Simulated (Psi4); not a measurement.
# PBE0/aug-cc-pVDZ run of B2H4F− (SMILES B[BH2-]F)

Aim: the vertical singlet–triplet gap of B2H4F− at PBE0/aug-cc-pVDZ, from 2 runs. 

The results are computed with Psi4 1.11.

### 1 The molecule

The species is B2H4F− (7 atoms), meant as a singlet with charge -1. As SMILES, `B[BH2-]F`. Geometry: relaxed at GFN2-xTB.

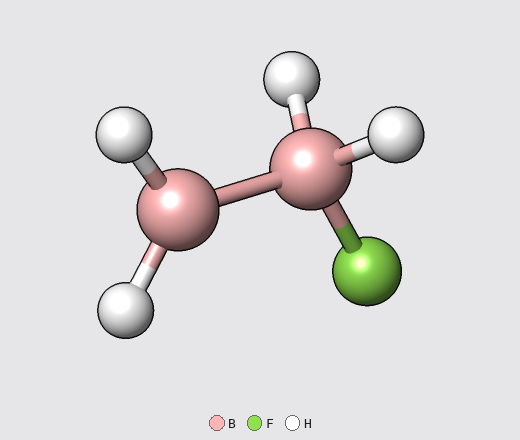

Viewed from a chosen angle; boron pink, fluorine green, hydrogen white.

### 2 Energy and forces at PBE0/aug-cc-pVDZ

File job.in:

```
memory 1.6 GB

molecule {
  -1 1
  B
  B 1 r2
  F 2 r3 1 a3
  H 1 r4 2 a4 3 d4
  H 1 r5 4 a5 2 d5
  H 2 r6 3 a6 1 d6
  H 2 r7 6 a7 3 d7

  r2 = 1.680731
  r3 = 1.481517
  a3 = 114.96789
  r4 = 1.196988
  a4 = 120.91753
  d4 = -179.89171
  r5 = 1.19421
  a5 = 111.71081
  d5 = -179.99213
  r6 = 1.23602
  a6 = 105.67463
  d6 = 123.67466
  r7 = 1.236684
  a7 = 106.64121
  d7 = -112.04869
  symmetry c1
}

set globals {
  basis                aug-cc-pVDZ
  puream               true
  e_convergence        1e-09
  d_convergence        1e-08
  scf_type             pk
  dft_radial_points    99
  dft_spherical_points 590
}

gradient('pbe0')
```

Started as:

```
$ psi4 -i job.in -o job.out -n 1
```

job.out:

```text
[...]
  Running in c1 symmetry.
[...]
  Nuclear repulsion =   54.246353331715980
[...]
  Multiplicity = 1
[...]
  Nalpha       = 12
  Nbeta        = 12
[...]
    Number of basis functions: 105
[...]
   @RKS iter   1:  -151.54907739440776   -6.81589e-01   5.95294e-03 DIIS/ADIIS
[...]
   @RKS iter  11:  -151.81840644150077   -1.18234e-11   4.93032e-09 DIIS
[...]
    Orbital Energies [Eh]
    ---------------------
    Doubly Occupied:
       1A    -24.506689     2A     -6.573902     3A     -6.538991
       4A     -0.934469     5A     -0.344513     6A     -0.282501
       7A     -0.203832     8A     -0.195798     9A     -0.176858
      10A     -0.144875    11A     -0.078348    12A     -0.051040
[...]
  @RKS Final Energy:  -151.81840644150077
   => Energetics <=
    Nuclear Repulsion Energy =             54.2463533317159801
    One-Electron Energy =                -321.1850687723265878
    Two-Electron Energy =                 130.3631176802821869
    DFT Exchange-Correlation Energy =     -15.2428086811723364
    Empirical Dispersion Energy =           0.0000000000000000
    VV10 Nonlocal Energy =                  0.0000000000000000
    Total Energy =                       -151.8184064415007697
[...]
 Multipole Moments:
 ------------------------------------------------------------------------------------
     Multipole            Electronic (a.u.)      Nuclear  (a.u.)        Total (a.u.)
 ------------------------------------------------------------------------------------
 L = 1.  Multiply by 2.5417464519 to convert [e a0] to [Debye]
 Dipole X            :         -0.0035660            0.0024390           -0.0011271
 Dipole Y            :         -3.4013986            2.9124116           -0.4889869
 Dipole Z            :          2.2030635           -2.3296220           -0.1265586
 Magnitude           :                                                    0.5051006
[...]
  -Total Gradient:
     Atom            X                  Y                   Z
    ------   -----------------  -----------------  -----------------
       1        0.000010639445    -0.004450956151    -0.015523130653
       2       -0.000228059483     0.012496609564    -0.001217620910
       3        0.000067595242     0.008224973151    -0.001576590717
       4       -0.000014037246    -0.013072592415     0.007225044299
       5        0.000007867006     0.013009610674     0.007901328564
       6        0.005407245938    -0.008145315145     0.001553835476
       7       -0.005250908329    -0.008090204297     0.001663492423
[...]
```

It took 24 s on 1 thread of Intel Xeon 6975P-C (Granite Rapids), shared host; peak memory 0.67 GiB.

### 3 The triplet at the same level

File calc.inp:

```
memory 1600 MB

molecule geom {
  -1 3
  B     -0.557490    -0.547080    -0.606600
  B      0.368860     0.392230     0.434760
  F      1.833710     0.217080     0.299000
  H     -1.752900    -0.488230    -0.588920
  H     -0.165490    -1.324120    -1.424330
  H      0.111990     0.150390     1.619360
  H      0.161310     1.599740     0.266740
  units angstrom
  symmetry c1
  no_reorient
  no_com
}

set basis aug-cc-pVDZ
set reference uks
set puream true
set e_convergence 1e-09
set d_convergence 1e-08
set scf_type pk
set dft_radial_points 99
set dft_spherical_points 590
set maxiter 200

e, wfn = gradient('pbe0', return_wfn=True)
print_variables()
```

Started as:

```
$ psi4 calc.inp calc.out -n 1
```

calc.out (excerpt; [...] marks lines left out):

```text
[...]
  Running in c1 symmetry.
[...]
  Nuclear repulsion =   54.246339642168934
[...]
  Multiplicity = 3
[...]
  Nalpha       = 13
  Nbeta        = 11
[...]
    Number of basis functions: 105
[...]
   @UKS iter   1:  -151.41314568413944   -5.45658e-01   5.76314e-03 ADIIS/DIIS
[...]
   @UKS iter  15:  -151.71584447347851   -1.82183e-11   6.67629e-09 DIIS
[...]
   @S^2 Observed:                2.006746016E+00
[...]
  @UKS Final Energy:  -151.71584447347851
   => Energetics <=
    Nuclear Repulsion Energy =             54.2463396421689339
    One-Electron Energy =                -320.1503564990860013
    Two-Electron Energy =                 129.3862611417657718
    DFT Exchange-Correlation Energy =     -15.1980887583272359
    Empirical Dispersion Energy =           0.0000000000000000
    VV10 Nonlocal Energy =                  0.0000000000000000
    Total Energy =                       -151.7158444734785121
[...]
 Multipole Moments:
 ------------------------------------------------------------------------------------
     Multipole            Electronic (a.u.)      Nuclear  (a.u.)        Total (a.u.)
 ------------------------------------------------------------------------------------
 L = 1.  Multiply by 2.5417464519 to convert [e a0] to [Debye]
 Dipole X            :        -26.5175959           26.2958225           -0.2217734
 Dipole Y            :         -1.7261738            2.1112965            0.3851227
 Dipole Z            :         -2.8168410            3.2213216            0.4044806
 Magnitude           :                                                    0.6009222
[...]
  -Total Gradient:
     Atom            X                  Y                   Z
    ------   -----------------  -----------------  -----------------
       1        0.043339834306     0.035966496788     0.040208412266
       2       -0.070288027477    -0.043381300068    -0.048702786438
       3        0.024799013709     0.003000040143     0.003996665226
       4        0.008304355991    -0.012597729343    -0.013196323674
       5       -0.022091648792     0.001801486560     0.001082638061
       6        0.008233895193     0.015507985509     0.000863952793
       7        0.007740586129    -0.000292804845     0.015752772891
[...]
```

Wall time 39 s (1 thread of Intel Xeon 6975P-C (Granite Rapids), shared host); peak memory 0.67 GiB.

### 4 Results

At PBE0/aug-cc-pVDZ:

| quantity | value |
| --- | --- |
| singlet: total energy | -151.81841 Eh |
| singlet: HOMO energy | -1.39 eV |
| singlet: LUMO energy | 3.29 eV |
| singlet: HOMO–LUMO gap (to an unbound level, set by the basis) | 4.67 eV |
| singlet: largest force on an atom | 0.830 eV/Å |
| triplet: total energy | -151.71584 Eh |
| triplet: HOMO energy (highest over α and β) | 1.12 eV |
| triplet: ⟨S²⟩ | 2.007 |
| triplet: largest force on an atom | 4.931 eV/Å |
| vertical energy of the triplet above the singlet | 2.791 eV |

**Reading.** At this shape the triplet lies 2.79 eV (64 kcal/mol) above the singlet. The largest force (singlet) is 0.83 eV/Å: the shape isn't a stationary point for this species at this level. The HOMO (triplet) lies at positive energy, 1.12 eV; only total energies tell whether the electron is bound.
